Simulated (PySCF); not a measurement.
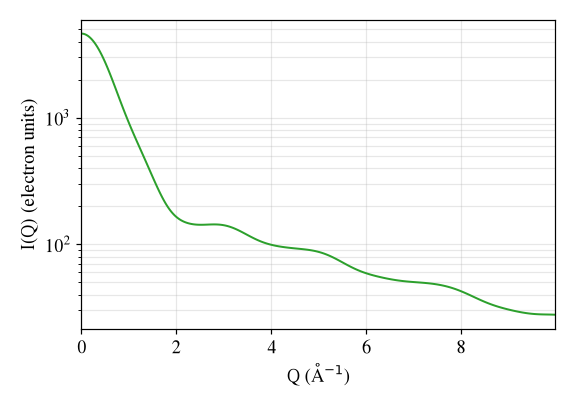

Elastic X-ray scattering of a randomly oriented, rigid molecule, calculated with the Debye equation from neutral-atom form factors (independent atoms, no Compton part, no vibration). The geometry is the end point of an optimisation (PBE0-D3(BJ)/def2-SVP geometry optimisation, gas phase in PySCF 2.14.0, density-fitted response routines); it may be a saddle point or a higher isomer. It contains C, Si, H.

Q: How many electrons does the independent-atom model of the molecule hold?

A: I(0) is the square of the electron number: I(0) = 4620, so about 68 electrons, the count of C7H12Si.

Q: What radius of gyration does the initial fall-off give?

A: From I(Q) ≈ I(0) exp(−Q²R²/3) at small Q, R ≈ 2.57 Å. It is larger than the electron-weighted radius of the nuclear positions alone (2.44 Å), because each atom's electron cloud adds to it.
